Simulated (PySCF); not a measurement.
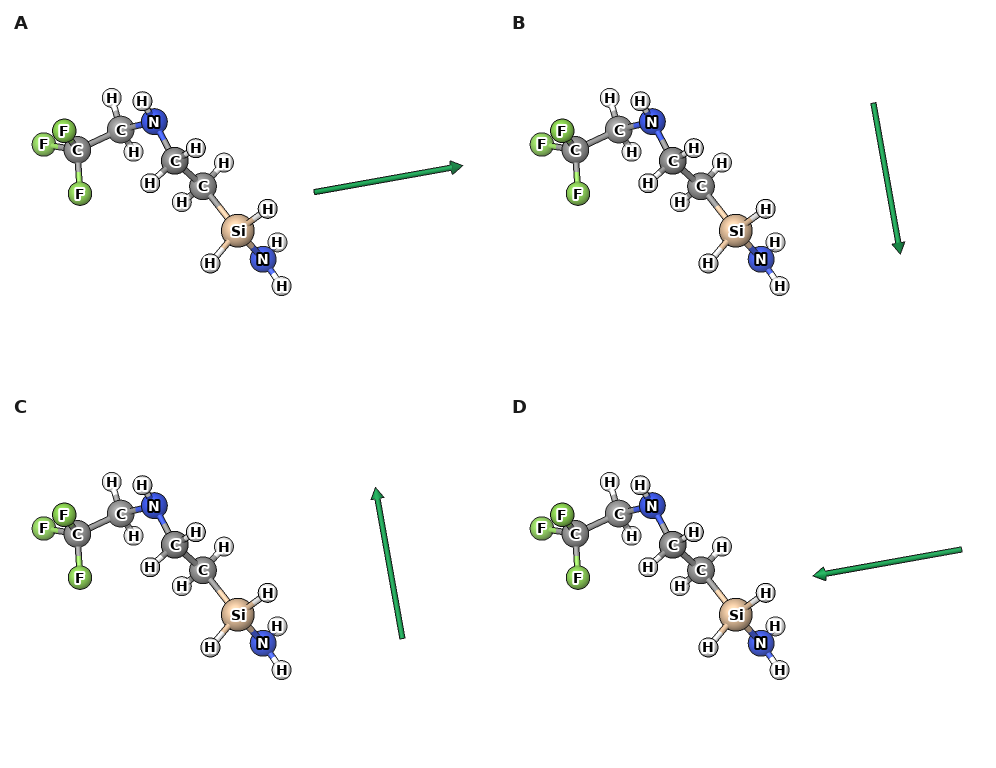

The same molecule four times, each with an arrow. The geometry was computed by an optimisation with GFN2-xTB. No frequency run is at hand to confirm it as a minimum. Level of theory: PBE0/pcSseg-1, gas phase (PySCF 2.14.0).

Which arrow points along the dipole moment, from the negative to the positive end?

Answer. A. The dipole moment is 2.51 D.

The geometry is semi-empirical. Around Si such bond lengths and angles can be off by a tenth of an ångström or more and by several degrees, and values that hang on the shape move with them.
